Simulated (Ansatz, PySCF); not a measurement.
Breaking the Si2–F1 bond in FH3Si (SMILES F[SiH3]) (multiplicity 1 held, fragments rigid). Energies count from the point at 1.606 Å.
Geometry at that point (charge 0, multiplicity 1):
```
atom    x (Å)    y (Å)    z (Å)
----  -------  -------  -------
F      1.0903  -0.0171  -0.1702
Si    -0.4965   0.0078   0.0775
H     -0.9449   1.4151   0.0667
H     -0.7705  -0.6159   1.3881
H     -1.1468  -0.7543  -1.0080
```

R- and RO- levels are restricted; in cc, def2 and unpolarised 6-31G sets they are followed outwards from rest. Unrestricted levels (U-) break spin symmetry where that is lower. Left out are points that failed, MP2 points that dive below the minimum, coupled-cluster points behind a jump of the amplitudes or a sharp parting from full CI or MRCI, small-basis points behind a change of solution, and semi-empirical points at long bonds. Curves can end on different states.

Frozen-core correlation. Rows in 3-21G, 6-31G* carry no dispersion term and start afresh at each structure (6-31G* with six Cartesian d functions).

Run with Ansatz (a program for electronic structure) with Gaussian orbitals; PySCF for 3-21G rows, 6-31G* rows. Each number belongs to the level named beside it.

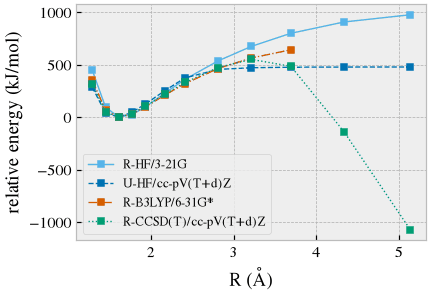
Relative energy along the coordinate

**Question.** Read off the R-HF/3-21G curve at R = 3.694.

**Answer.** about 800 kJ/mol

Doubts at one or more of the structures used: a restricted determinant that unrestricted orbitals would lower (R-HF/3-21G, R-B3LYP/6-31G*, R-CCSD(T)/cc-pV(T+d)Z); a spin-contaminated determinant (U-HF/cc-pV(T+d)Z); T1 above 0.05 (R-CCSD(T)/cc-pV(T+d)Z); other coupled-cluster roots lie near (R-CCSD(T)/cc-pV(T+d)Z).
